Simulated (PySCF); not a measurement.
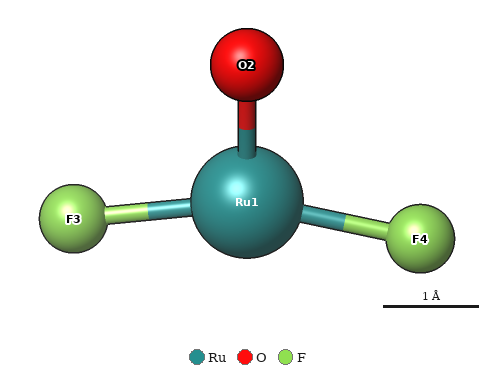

The structure as given in the input (ball-and-stick view, seen at a tilt; atoms are numbered from 1 in the order of the input). Sticks mark near contacts. Bond lengths as drawn: F–Ru 1.87 Å and O–Ru 1.70 Å.

Run report: RuOF2, frequency calculation

RuOF2, multiplicity 5, computed with UKS-based PBE0, Ru def2-TZVP with ECP28, O def2-TZVP, F def2-TZVP; non-relativistic Hamiltonian with a scalar-relativistic core potential; density fitting (PySCF 2.14.0).

**The program's output**
```
init E= -369.632407270501
  alpha nocc = 23  HOMO = -0.293311723114268  LUMO = -0.0742802778452436
  beta  nocc = 19  HOMO = -0.356641527922815  LUMO = -0.181835210509082
  HOMO = -0.293311723114  LUMO = -0.181835210509  gap/eV = 3.03343
cycle= 1 E= -369.632407270344  delta_E= 1.57e-10  |g|= 2.17e-05  |ddm|= 1.22e-05
  alpha nocc = 23  HOMO = -0.293311838332254  LUMO = -0.0742818710841995
  beta  nocc = 19  HOMO = -0.356636881303313  LUMO = -0.181839752403492
  HOMO = -0.293311838332  LUMO = -0.181839752403  gap/eV = 3.03331
cycle= 2 E= -369.632407268019  delta_E= 2.33e-09  |g|= 8.25e-05  |ddm|= 4.69e-05
  alpha nocc = 23  HOMO = -0.293311487668532  LUMO = -0.0742803914759556
  beta  nocc = 19  HOMO = -0.356640351278866  LUMO = -0.181835938263236
  HOMO = -0.293311487669  LUMO = -0.181835938263  gap/eV = 3.03340
cycle= 3 E= -369.632407270514  delta_E= -2.5e-09  |g|= 2.72e-06  |ddm|= 3.74e-05
  alpha nocc = 23  HOMO = -0.293311595596293  LUMO = -0.0742804885711621
  beta  nocc = 19  HOMO = -0.356640389515707  LUMO = -0.181836069140067
  HOMO = -0.293311595596  LUMO = -0.18183606914  gap/eV = 3.03340
cycle= 4 E= -369.632407270516  delta_E= -1.59e-12  |g|= 4.45e-07  |ddm|= 1.27e-06
  alpha nocc = 23  HOMO = -0.29331168365778  LUMO = -0.0742805751273501
  beta  nocc = 19  HOMO = -0.356640379616454  LUMO = -0.181836204602958
  HOMO = -0.293311683658  LUMO = -0.181836204603  gap/eV = 3.03340
Extra cycle  E= -369.632407270517  delta_E= -1.14e-12  |g|= 9.02e-07  |ddm|= 8.97e-07
converged SCF energy = -369.632407270517  <S^2> = 6.0131588  2S+1 = 5.0052608
```

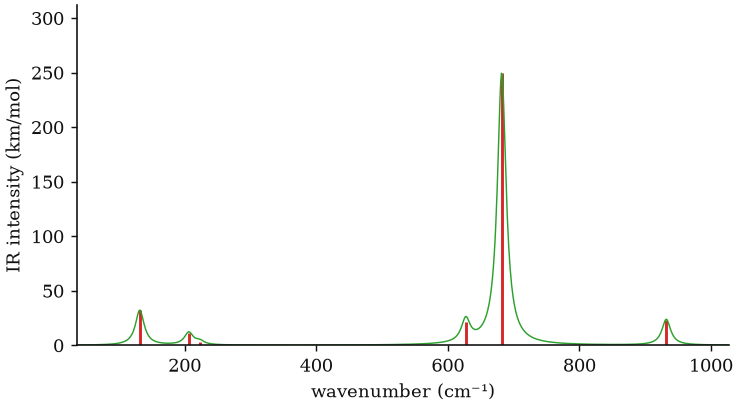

Harmonic infrared spectrum, unscaled: sticks (degenerate modes added up, dark ones marked on the axis) with a Lorentzian envelope of 16 cm⁻¹ full width, scaled to the tallest stick. 6 modes from 132 to 932 cm⁻¹, none imaginary. The strongest line is at 682 cm⁻¹ (249 km/mol). All modes, in cm⁻¹ (km/mol): 132 (32), 206 (11.4), 223 (3.2), 627 (21), 682 (249), 932 (24).

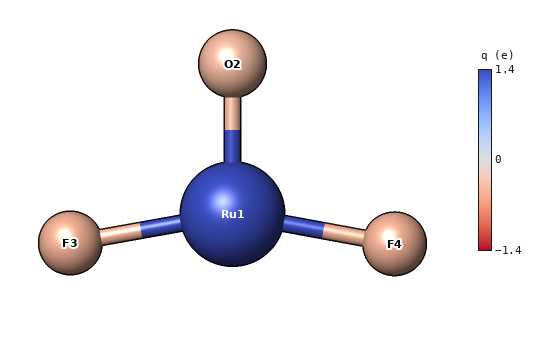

Mulliken charges, as the colour of each atom (ball-and-stick view, seen on its broad side; atoms are numbered from 1 in the order of the input). By element: Ru +1.38, O −0.41 and F −0.48 e.

The run was set up as follows.

**Input file**
```python
from pyscf import gto, scf, dft
mol = gto.M(atom='''
Ru    -0.092455     0.012432    -0.000000
O      1.594118    -0.214354     0.000001
F     -0.422316     0.056790    -1.835391
F     -0.422319     0.056784     1.835390''',
    basis={'Ru': 'def2-TZVP', 'O': 'def2-TZVP', 'F': 'def2-TZVP'},
    ecp={'Ru': 'def2-TZVP'},
    charge=0, spin=4)
mf = dft.UKS(mol, xc='PBE0')
mf.grids.atom_grid = (75, 302)
aux = {'Ru': 'def2-universal-JKFIT', 'O': 'def2-universal-JKFIT', 'F': 'def2-universal-JKFIT'}
mf = mf.density_fit(auxbasis=aux)
mf.conv_tol = 1e-09
mf.diis_space = 10
mf.max_cycle = 60
mf.verbose = 4
mf.kernel()
```

The script is an equivalent of the set-up of the self-consistent field. The run itself was carried out by a driver, which started from the orbitals of the step before it where there was one and computed the further properties.

Launch command:
```bash
OMP_NUM_THREADS=4 python axn.py task.json out
```

**Results in brief**

- outcome: converged
- total energy: −369.632407 hartree
- ⟨S²⟩: 6.013
- zero-point energy: 0.006384 hartree
- dipole moment: 1.97 D
- wavenumbers, lowest and highest: 132 and 932 cm⁻¹
- hardware: 4 threads of Arm Neoverse V2, 24 GiB of memory available, shared host
- wall time: 60 s (CPU time 3.3 min)
- peak memory: 1.4 GiB
